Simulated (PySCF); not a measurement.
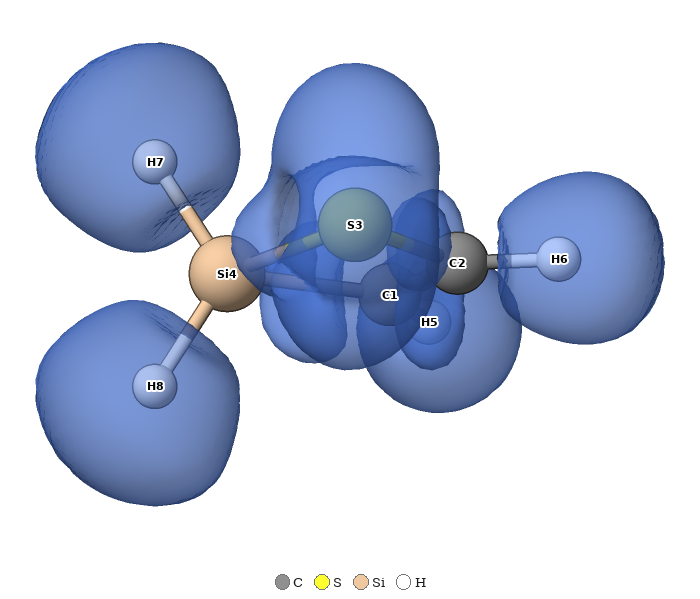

Figure 1: C2H4SSi (SMILES C1=CS[SiH2]1). Isosurface of the electron localisation function at 0.8 (blue), seen from one side. Only the valence region is drawn (cores and ρ < 0.01 e/Å³ removed).

Geometry: GFN2-xTB.

Computed with PBE0/pcSseg-1, SCF density, gas phase, non-relativistic in PySCF 2.14.0.

```xyz
8

C     0.7726   -0.2510   -0.4543
C     0.9541    0.7468    0.4240
S    -0.5675    1.1340    1.2099
Si   -1.0622   -0.5195   -0.1891
H     1.5391   -0.6847   -1.0734
H     1.8473    1.2907    0.6799
H    -1.9861   -0.0272   -1.1978
H    -1.4883   -1.6798    0.5762
```

> Where are the electrons localised?

The surface consists of one region between bonded C–C atoms (shared pairs), one region between bonded C–S atoms (shared pairs), one region between bonded C–Si atoms (shared pairs), four regions around hydrogen nuclei and one region on S in which the atom's valence shell and bonds are merged. Along the contacts the grid gives the following. C–C (1.34 Å): the ELF peaks at about 0.90 between the atoms; a short, multiple covalent bond. C–S (1.76 Å): the ELF peaks at about 0.90 between the atoms; a covalent bond.
